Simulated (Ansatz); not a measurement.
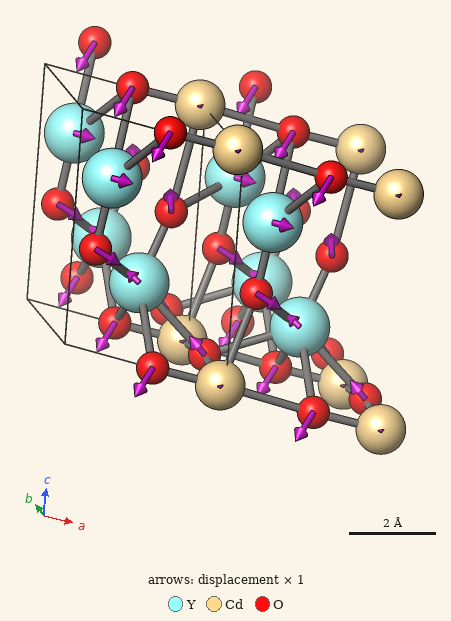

A relaxation of crystalline Y2CdO4 (built on the K2MgH4-139 type type). The starting structure is drawn; purple arrows show the displacements (the part carried along by the change of the cell is left out), at their true length.

A ball-and-stick model of the cell of the calculation, reduced to other axes, repeated 2 × 2 × 1 with one cell outlined, seen slightly off an axis. Lengths and directions refer to the drawn axes.

Case: shaken.

Theory: DFT, PBEsol, plane waves, PAW (Ansatz 0.2.0).

Input
```yaml
crystal:
  lattice:
    - [-1.9863427554, 2.0050772679, 5.8925247145]
    - [2.0378610329, -2.0947262261, 5.9421438078]
    - [2.0200872284, 2.1284706992, -5.9240355675]
  atoms:
    - { symbol: "Y", position: [0.6462971793, 0.7023478892, 0.0444471311] }
    - { symbol: "Y", position: [0.3937461712, 0.4146262581, 0.0563109246] }
    - { symbol: Cd, position: [0.005354123, 0.0323512071, 0.0434099694] }
    - { symbol: O, position: [0.007822942, 0.451976126, 0.459762845] }
    - { symbol: O, position: [0.4682747288, 0.0155199851, 0.5263921002] }
    - { symbol: O, position: [0.8583513489, 0.7932953994, 0.0459138127] }
    - { symbol: O, position: [0.2418248784, 0.2113968474, 0.0114387022] }
kpoints:
  mp_grid: { grid: [6, 6, 6] }
hamiltonian:
  xc: pbesol
scf:
  occupations: { method: fermi_dirac, width: 0.05 }
relax:
  f_tol: 0.01
  cell: {}
  max_steps: 120
```

Run as
```bash
ansatz run input.yaml --threads 4 --pin off --max-ram 4608MiB --backend cpu --events-out ev --progress --plain --runs-dir out
```

Atoms of which element are displaced furthest, and by how much?

Answer. Oxygen: up to 0.96 Å, against 0.58 Å for yttrium.

What happened in the run?

Answer. The largest move relative to the cell is that of O4, 0.96 Å roughly along [−2 −3 −2]. By element the largest moves are O 0.96 Å, Y 0.58 Å, Cd 0.10 Å. The drawn cell changes as follows: a 4.058 → 4.121 Å (+1.5 %), b 4.134 → 4.121 Å (−0.3 %), c 6.534 → 6.489 Å (−0.7 %), α 107.3° → 106.1°, β 107.3° → 104.5°, γ 90.9° → 99.8°; the volume changes by −0.2 %. Some distances before and after: Y2–O4 2.613 → 3.771 Å, Y1–O5 2.835 → 3.771 Å, Y1–O7 3.132 → 2.320 Å, Y2–O6 3.036 → 2.320 Å. New bonds form, among them: Y1–O7 (3.13 → 2.32 Å), Y2–O6 (3.04 → 2.32 Å). Bonds break, among them: Y1–O5 (2.84 → 3.77 Å), Y2–O4 (2.61 → 3.77 Å). Among the angles between lasting bonds that change: O4–Y1–O7 144.5° → 96.8°, Y1–O4–Cd3 82.9° → 129.6°, Cd3–O4–Cd3 178.0° → 134.9°. The space group (tolerance 0.01 Å) goes from P1 (No. 1) to C2 (No. 5). The energy falls by 5.742 eV per cell of the calculation in 17 accepted moves (21 points after the start). The largest force component goes from 15 to 0.0012 eV/Å. The pressure goes from 20.26 to 0.00 GPa. The line search rejected the trial step at point 13 of the run. The SCF was repeated 3 times at an unchanged geometry on a basis and grid sized afresh for the cell, which shifted the energy by 23.7 meV per cell of the calculation at most. The run took 3 min on 4 threads of Arm Neoverse V2, on a shared host, peak memory 0.68 GiB.
